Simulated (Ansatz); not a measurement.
**Fields on a plane of SiS2 (SiS2 type, space group Ibam)**

```
SiS2
1.0
   -3.00985     4.69651     2.77260
    3.00985    -4.69651     2.77260
    3.00985     4.69651    -2.77260
S Si
4 2
Direct
  0.87942   0.80545   0.68487
  0.37942   0.69455   0.07397
  0.62058   0.30545   0.92603
  0.12058   0.19455   0.31513
  0.75000   0.75000   0.00000
  0.25000   0.25000   0.00000
```

The slice is a (010) plane (indices of the conventional cell) through the point (0.250, 0.250, 0.000) (fractional), spanned by u = [110] and v = [011] in vectors of this cell: u (5.55 Å) and v (6.02 Å, at 90° to u). It covers one period; positions are fractions (u, v).

Atoms on it: Si at (0.50, 0.00); Si at (0.00, 0.00).

Level of theory: PBEsol (plane waves to 420 eV, PAW, scalar-relativistic; Ansatz, a quantum-chemistry and plane-wave program). k mesh 8×8×8. Inside the PAW spheres the values are not all-electron values, and peaks at nuclei hang on which shells count as valence. SiS2 was relaxed with its symmetry unable to fall.

```
|6799999999767999999997|
|8999999999989999999999|
|9999999999999999999999|
|8999999999989999999999|
|7888999988878889999888|
|6678899887666788998876|
|5567788776555677887765|
|4455666655444556666554|
|2334555543323345555433|
|1123344332111233443321|
|0011222211000112222110|
|0001122110000011221100|
|0011222211000112222110|
|1123344332111233443321|
|2334555543323345555433|
|4455666655444556666554|
|5567788776555677887765|
|6678899887666788998876|
|7888999988878889999888|
|8999999999989999999999|
|9999999999999999999999|
|8999999999989999999999|
|6799999999767999999997|
|4689999998646899999986|
```
Scale: ten equal steps from -2.17 (start of '0') to -0.36 (end of '9'), in the order '0123456789'. Values: log₁₀ of the valence density in e/Å³. The map has 22 points along u (one character each, u = 0 at the left) and 24 along v (v = 0 in the bottom row). The scale is logarithmic, as a density can span decades between atoms and voids.

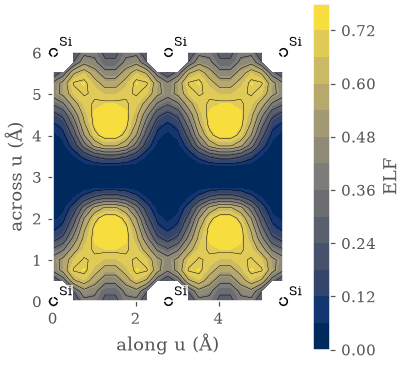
Fig. 1. Electron localisation function (ELF), one period of the plane, atoms marked. Points within 0.4 Å of a nucleus are left white, as the pseudised field means little there.
